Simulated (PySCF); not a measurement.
# GeCl₂: relaxation and vibrations of the singlet

Aim: relax GeCl₂ as a singlet from a linear start, check by its vibrations whether the end is a minimum, and collect its spectrum and constants.

Program: PySCF 2.14.0. Level of theory: PBE0, basis Ge def2-TZVP, Cl def2-TZVP, no relativity, density fitting. These are calculated values, not measurements.

### 1 The starting structure

3 atoms, charge 0, spin multiplicity 1.

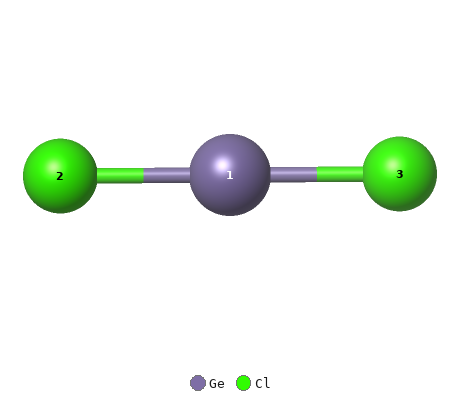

Start geometry, drawn with germanium purple, chlorine green; atoms are numbered from 1 in the order of the file.

Coordinates in bohr (charge 0 multiplicity 1):
```
Ge    0.0000    0.0000    0.0000
Cl    0.0000    0.0000    4.1574
Cl    0.0000    0.0000   -4.1574
```

### 2 First SCF at the start

The steps below are one call of a driver around PySCF. For each, scf.py gives the equivalent set-up of the SCF; relaxations use the driver's own optimiser. After this first run the driver tries any further starts and a stability analysis.

File scf.py:

```python
from pyscf import gto, scf, dft
mol = gto.M(atom='''
Ge     0.000000     0.000000     0.000000
Cl     0.000000     0.000000     2.200000
Cl     0.000000     0.000000    -2.200000''',
    basis={'Ge': 'def2-TZVP', 'Cl': 'def2-TZVP'},
    charge=0, spin=0)
mf = dft.RKS(mol, xc='PBE0')
mf.grids.atom_grid = (50, 194)
aux = {'Ge': 'def2-universal-JKFIT', 'Cl': 'def2-universal-JKFIT'}
mf = mf.density_fit(auxbasis=aux)
mf.conv_tol = 1e-08
mf.diis_space = 10
mf.max_cycle = 60
mf.init_guess = 'minao'
mf.verbose = 4
mf.kernel()
```

On the command line:

```
$ OMP_NUM_THREADS=4 python axn.py task.json out
```

What it wrote:

```text
init E= -2996.37448740431
  HOMO = -0.233593013722118  LUMO = -0.10497193513176  gap/eV = 3.49996
cycle= 1 E= -2996.77951104157  delta_E= -0.405  |g|= 0.776  |ddm|= 2.13
  HOMO = -0.225371817140047  LUMO = -0.161562663130382  gap/eV = 1.73634
cycle= 2 E= -2996.45881409538  delta_E= 0.321  |g|= 1.42  |ddm|= 1.78
  HOMO = -0.243912062980112  LUMO = -0.111699734902026  gap/eV = 3.59768
cycle= 3 E= -2996.88327277696  delta_E= -0.424  |g|= 0.136  |ddm|= 1.18
  HOMO = -0.2470172916513  LUMO = -0.123675459977499  gap/eV = 3.35630
cycle= 4 E= -2996.88747305803  delta_E= -0.0042  |g|= 0.0452  |ddm|= 0.17
  HOMO = -0.248768207665591  LUMO = -0.121964446316267  gap/eV = 3.45051
cycle= 5 E= -2996.88803344648  delta_E= -0.00056  |g|= 0.0037  |ddm|= 0.0397
  HOMO = -0.248141068606984  LUMO = -0.120991848700327  gap/eV = 3.45991
cycle= 6 E= -2996.88803751157  delta_E= -4.07e-06  |g|= 0.000518  |ddm|= 0.00696
  HOMO = -0.24821006757319  LUMO = -0.121057059808629  gap/eV = 3.46001
cycle= 7 E= -2996.88803757605  delta_E= -6.45e-08  |g|= 0.000167  |ddm|= 0.00105
  HOMO = -0.248185643421312  LUMO = -0.121040033059143  gap/eV = 3.45981
cycle= 8 E= -2996.8880375812  delta_E= -5.15e-09  |g|= 2.95e-05  |ddm|= 0.000155
  HOMO = -0.248188604952958  LUMO = -0.121046311290571  gap/eV = 3.45972
Extra cycle  E= -2996.88803758098  delta_E= 2.15e-10  |g|= 4.1e-05  |ddm|= 8.46e-05
converged SCF energy = -2996.88803758098
```

This step, with its further starts and checks, ran for 7.5 s (4 threads of Intel Xeon Platinum 8488C (Sapphire Rapids), shared host).

The starts that the driver tried:

```tsv
start	energy (Eh)
the minimal-basis guess	-2996.888038
a thermally smeared density	-2996.888038
a smeared PBE density	-2996.888038
```

No lower closed-shell solution turned up from the other starts or in the test of internal stability.

### 3 Relaxing the singlet from the linear start

The program finds D∞h symmetry in the start, which this walk keeps.

Changes to scf.py since step 2:

```diff
@@ -15 +14,0 @@
-mf.init_guess = 'minao'
```

Steps of the walk:

```tsv
step	energy (Eh)	change (kJ/mol)	largest symmetric gradient (Eh/bohr)
0	-2996.888038	0.00	0.03246
1	-2996.894318	-16.49	0.00564
2	-2996.894556	-17.11	0.00104
3	-2996.894565	-17.14	0.00004
```

The walk took 4.5 s.

Positions (Å) and forces (eV/Å) along the way:

```
step 0
Ge   0.000   0.000   0.000   0.000   0.000   0.000
Cl   0.000   0.000   2.200   0.000   0.000   1.669
Cl   0.000   0.000  -2.200   0.000   0.000  -1.669
step 1
Ge   0.000   0.000   0.000   0.000   0.000   0.000
Cl   0.000   0.000   2.291   0.000   0.000   0.290
Cl   0.000   0.000  -2.291   0.000   0.000  -0.290
step 2
Ge   0.000   0.000   0.000   0.000   0.000   0.000
Cl   0.000   0.000   2.310   0.000   0.000   0.053
Cl   0.000   0.000  -2.310   0.000   0.000  -0.053
step 3
Ge   0.000   0.000   0.000   0.000   0.000   0.000
Cl   0.000   0.000   2.314   0.000   0.000   0.002
Cl   0.000   0.000  -2.314   0.000   0.000  -0.002
```

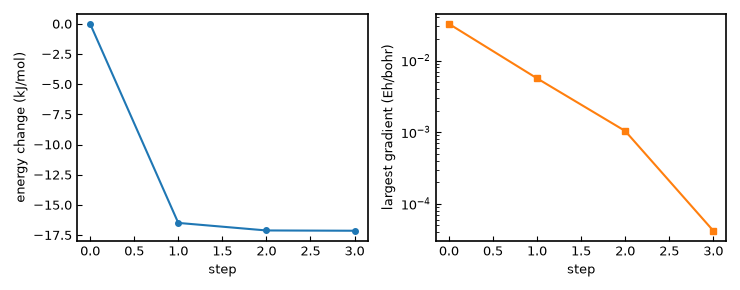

How energy and gradient fall.

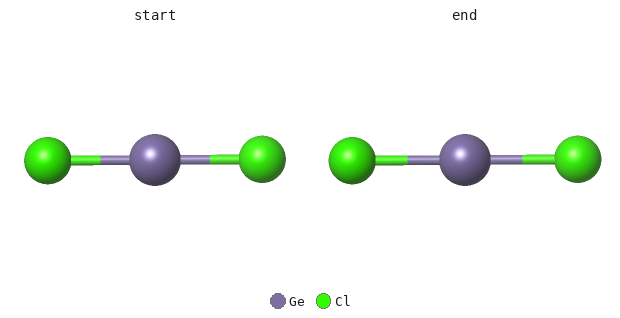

The geometry along the walk, at one scale.

After 3 steps and 17.1 kJ/mol it ends at D∞h: Ge–Cl 2.314 Å (×2); Cl–Ge–Cl 180.0°.

### 4 Hessian and properties

On the finer grid the gradient is checked again; gradients at displacements of ±0.02 bohr then give force constants and infrared intensities.

Changes to scf.py since step 3:

```diff
@@ -3,3 +3,3 @@
-Ge     0.000000     0.000000     0.000000
-Cl     0.000000     0.000000     2.200000
-Cl     0.000000     0.000000    -2.200000''',
+Ge     0.000000    -0.000000     0.000000
+Cl    -0.000000    -0.000000     2.314267
+Cl     0.000000     0.000000    -2.314267''',
@@ -9 +9 @@
-mf.grids.atom_grid = (50, 194)
+mf.grids.atom_grid = (75, 302)
@@ -12 +12 @@
-mf.conv_tol = 1e-08
+mf.conv_tol = 1e-10
```

The driver hands on the density of the step before, so the log starts near convergence.

SCF at the final geometry:

```text
init E= -2996.89453167511
  HOMO = -0.267434757094453  LUMO = -0.13539992118868  gap/eV = 3.59285
cycle= 1 E= -2996.89453167509  delta_E= 2.05e-11  |g|= 1.1e-05  |ddm|= 1.55e-05
  HOMO = -0.267434312926792  LUMO = -0.13540171084674  gap/eV = 3.59279
cycle= 2 E= -2996.89453167502  delta_E= 6.78e-11  |g|= 1.94e-05  |ddm|= 2.73e-05
  HOMO = -0.267434624484718  LUMO = -0.135400615440502  gap/eV = 3.59283
cycle= 3 E= -2996.89453167512  delta_E= -9.91e-11  |g|= 4.44e-07  |ddm|= 1.71e-05
  HOMO = -0.267434608975144  LUMO = -0.13540055779  gap/eV = 3.59283
Extra cycle  E= -2996.89453167512  delta_E= -9.09e-13  |g|= 4.99e-07  |ddm|= 6.22e-07
converged SCF energy = -2996.89453167512
```

The whole step took 13 s.

Geometry: D∞h; Ge–Cl 2.314 Å (×2); Cl–Ge–Cl 180.0°.

Modes, for the most abundant isotopes:

```tsv
symmetry	ω (cm⁻¹)	IR (km/mol)
πu	163i	6.3
σg+	303	0.0
σu+	306	370
```

With 2 modes imaginary (up to 163i cm⁻¹) this point is a saddle.

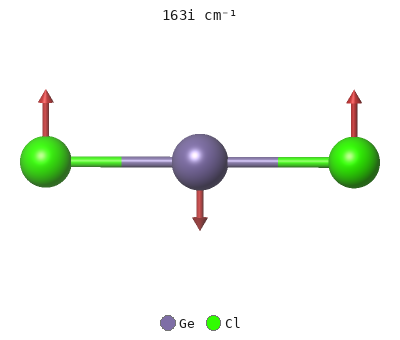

The imaginary mode, as arrows.

Properties at this point:

* Dipole moment: 0.00 D
* Highest occupied level: -7.28 eV
* Lowest empty level: -3.68 eV
* Rotational constants: 0.045 cm⁻¹
* Zero-point energy (real modes): 3.6 kJ/mol
* Principal polarisabilities: 36.9, 36.9, 109.4 bohr³
* Atomisation energy without zero-point energy: 642 kJ/mol
* Principal traceless quadrupole moments about the centre of mass: -15.61, 7.80, 7.80 D Å

Populations by atom (charges in e):

```csv
atom,Mulliken,Löwdin,polar tensor,Mayer order to Ge1
Ge1,0.74,0.17,1.46,–
"Cl2,3",-0.37,-0.08,-0.73,1.02
```

Mulliken populations on Ge1: s 7.98, p 13.01, d 10.25, f 0.02.

### 5 Following the imaginary mode

The atoms are moved a little along the softest imaginary mode and relaxed again.

The program finds C2v symmetry in the start, which this walk keeps.

Changes to scf.py since step 4:

```diff
@@ -3,3 +3,3 @@
-Ge     0.000000    -0.000000     0.000000
-Cl    -0.000000    -0.000000     2.314267
-Cl     0.000000     0.000000    -2.314267''',
+Ge     0.019079     0.111919     0.000000
+Cl    -0.020166    -0.118293     2.314267
+Cl    -0.020166    -0.118293    -2.314267''',
@@ -9 +9 @@
-mf.grids.atom_grid = (75, 302)
+mf.grids.atom_grid = (50, 194)
@@ -12 +12 @@
-mf.conv_tol = 1e-10
+mf.conv_tol = 1e-08
```

Energy and gradient, step by step:

```tsv
step	energy (Eh)	change (kJ/mol)	largest symmetric gradient (Eh/bohr)
0	-2996.897807	0.00	0.01303
1	-2996.907825	-26.30	0.01795
2	-2996.921395	-61.93	0.02655
3	-2996.936254	-100.94	0.03283
4	-2996.950706	-138.88	0.01858
5	-2996.955525	-151.54	0.01162
6	-2996.955906	-152.54	0.00372
7	-2996.955960	-152.68	0.00033
8	-2996.955962	-152.68	0.00006
```

The walk took 12 s.

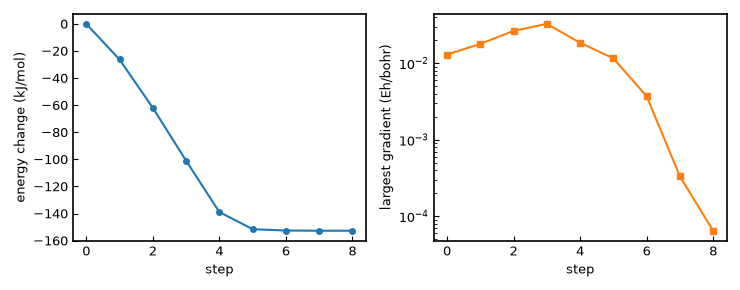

Energy and largest gradient along the walk.

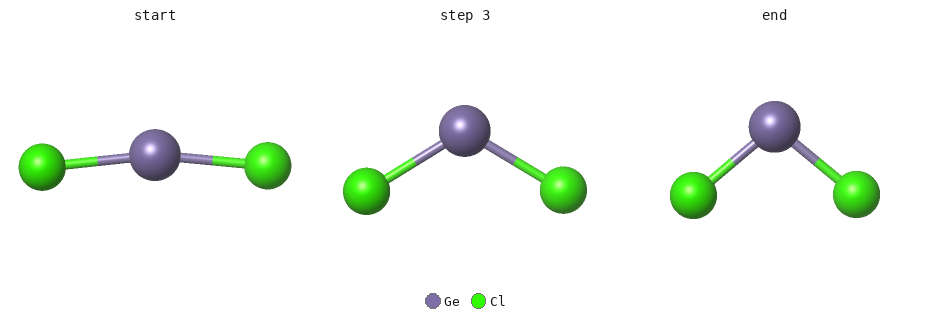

The geometry along the walk, at one scale.

End point (C2v, 8 steps, 152.7 kJ/mol gained): Ge–Cl 2.182 Å (×2); Cl–Ge–Cl 100.2°.

### 6 Is it a minimum? Harmonic modes

As before: finer grid, then central differences.

Changes to scf.py since step 5:

```diff
@@ -3,3 +3,3 @@
-Ge     0.019079     0.111919     0.000000
-Cl    -0.020166    -0.118293     2.314267
-Cl    -0.020166    -0.118293    -2.314267''',
+Ge     0.114326     0.670643     0.000000
+Cl    -0.120838    -0.708841     1.674230
+Cl    -0.120838    -0.708841    -1.674230''',
@@ -9 +9 @@
-mf.grids.atom_grid = (50, 194)
+mf.grids.atom_grid = (75, 302)
@@ -12 +12 @@
-mf.conv_tol = 1e-08
+mf.conv_tol = 1e-10
```

SCF at the final geometry:

```text
init E= -2996.95592526407
  HOMO = -0.297872425698316  LUMO = -0.113078471213385  gap/eV = 5.02850
cycle= 1 E= -2996.95592526407  delta_E= -4.55e-13  |g|= 7.82e-06  |ddm|= 1.13e-05
  HOMO = -0.297871970172316  LUMO = -0.113077168159677  gap/eV = 5.02852
Extra cycle  E= -2996.95592526405  delta_E= 2.68e-11  |g|= 1.19e-05  |ddm|= 1.67e-05
converged SCF energy = -2996.95592526405
```

The whole step ran for 15 s (4 threads of Intel Xeon Platinum 8488C (Sapphire Rapids), shared host).

Geometry: C2v; Ge–Cl 2.182 Å (×2); Cl–Ge–Cl 100.2°.

Harmonic modes (main isotopes):

| symmetry | ω (cm⁻¹) | IR (km/mol) | μ (u) | type |
| --- | --- | --- | --- | --- |
| a1 | 158 | 2.1 | 38.74 | bend |
| b2 | 388 | 123 | 43.09 | stretch |
| a1 | 409 | 51.5 | 41.57 | stretch |

Every mode is real; the point is a minimum.

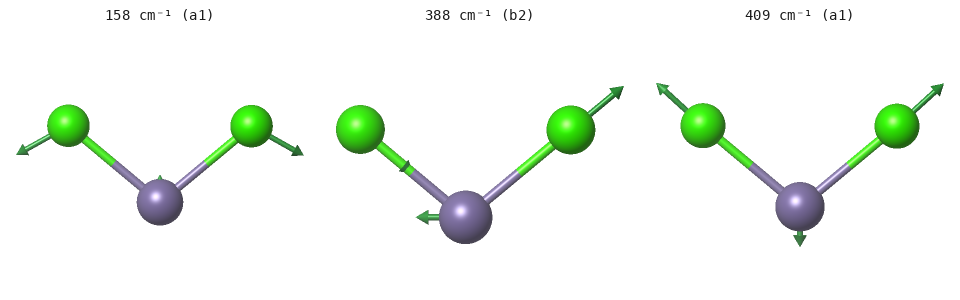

How the atoms move in 3 of the modes.

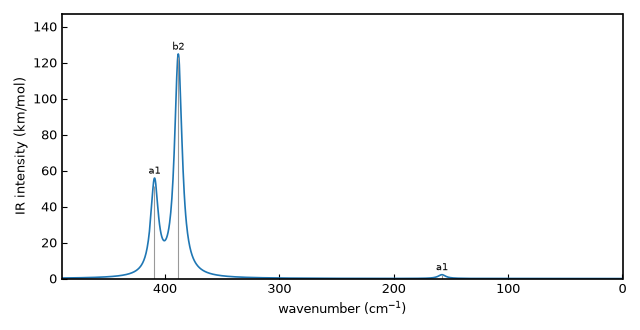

The harmonic infrared spectrum (widths in cm⁻¹). Lines are broadened to a width of 8 cm⁻¹ (Lorentzian).

Properties at this point:

```yaml
Dipole_moment: 1.99 D
Highest_occupied_level: -8.11 eV
Lowest_empty_level: -3.08 eV
Rotational_constants: 0.2395, 0.08599, 0.06328 cm⁻¹
Zero-point_energy: 5.7 kJ/mol
Principal_polarisabilities: 36.8, 53.5, 69.4 bohr³
Atomisation_energy_without_zero-point_energy: 803 kJ/mol
Principal_traceless_quadrupole_moments_about_the_centre_of_mass: -4.79, 0.61, 4.18 D Å
Entropy_at_298.15_K_and_1_bar: 295.3 J/(mol K)
Heat_capacity_Cp_at_298.15_K: 53.5 J/(mol K)
Enthalpy_at_298.15_K_above_0_K: 13.20 kJ/mol
Rotational_symmetry_number: 2
```

Charges (e) and bond orders:

| atom | Mulliken | Löwdin | polar tensor | Mayer order to Ge1 |
| --- | --- | --- | --- | --- |
| Ge1 | 0.60 | -0.09 | 1.15 | – |
| Cl2,3 | -0.30 | 0.05 | -0.58 | 1.10 |

Outer orbital energies (eV). occupied: -22.63, -14.59, -11.09, -10.18, -10.05, -9.36, -8.98, -8.11; empty: -3.08, -0.24, -0.16, 4.52.

Mulliken populations on Ge1: s 7.86, p 13.30, d 10.20, f 0.04.

### 7 Stability of the closed shell

At the lowest minimum the closed shell is tested against spin polarisation, on the (50, 194) grid. It is stable.

### 8 All stationary points

| spin | group | bonds | imaginary modes (cm⁻¹) | ΔE (kJ/mol) | with zero-point energy |
| --- | --- | --- | --- | --- | --- |
| singlet | C2v | Ge–Cl 2.182 Å (×2) | none | 0.0 | 0.0 |
| singlet | D∞h | Ge–Cl 2.314 Å (×2) | 163i, 163i | 161.2 | – |

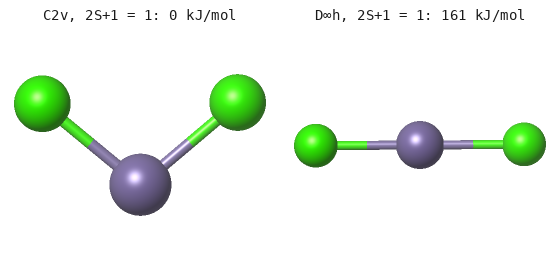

The points, lowest first (germanium purple, chlorine green).

### 9 Results

| quantity | value |
| --- | --- |
| minimum | singlet, C2v |
| geometry | Ge–Cl 2.182 Å (×2); Cl–Ge–Cl 100.2° |
| wavenumbers (cm⁻¹) | 158 (a1), 388 (b2), 409 (a1) |
| dipole moment | 1.99 D |
| highest occupied, lowest empty level | -8.11, -3.08 eV |
| polar-tensor charge of Ge1 | +1.15 e |
| zero-point energy | 5.7 kJ/mol |
| entropy at 298.15 K | 295.3 J/(mol K) |
| atomisation energy (no zero-point energy) | 803 kJ/mol |

What this shows: The linear start (D∞h) ends in a minimum of C2v symmetry, after a stop at a second-order saddle point 161.2 kJ/mol higher, from which it was pushed off along an imaginary mode. In the infrared the band at 388 cm⁻¹ (b2, stretch) leads. Only this shape and spin were tried, so other structures or states may lie lower.

The search up to here took 54 s.
